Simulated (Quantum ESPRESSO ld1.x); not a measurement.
For Sm²⁺ in [Xe] 4f6, the spin moment of the 4f shell is fixed at a series of values. Theory: scalar-relativistic Kohn-Sham, LDA (Slater exchange, VWN5 correlation), spin-polarised, spherical densities, point nucleus (computed with Quantum ESPRESSO ld1.x 7.5). Wanted, and plotted below: the energy and the exchange splitting.

The energy falls with the moment, to −5.81 eV at M = 6 μB, the largest moment run, in line with Hund's first rule (at fractional spins the functional's fractional-spin error adds to the fall). A fit E = −I M²/4 gives an exchange integral I of about 0.65 eV, and the exchange splitting grows nearly in proportion to M, to 3.85 eV (0.64 eV per μB).

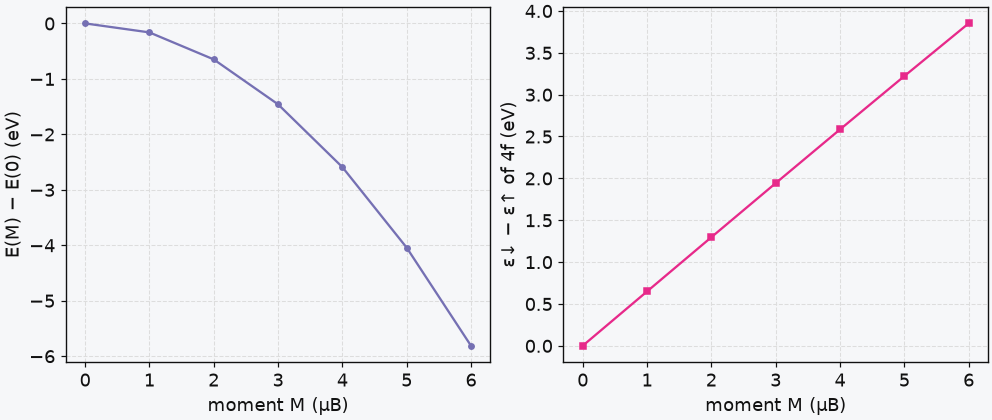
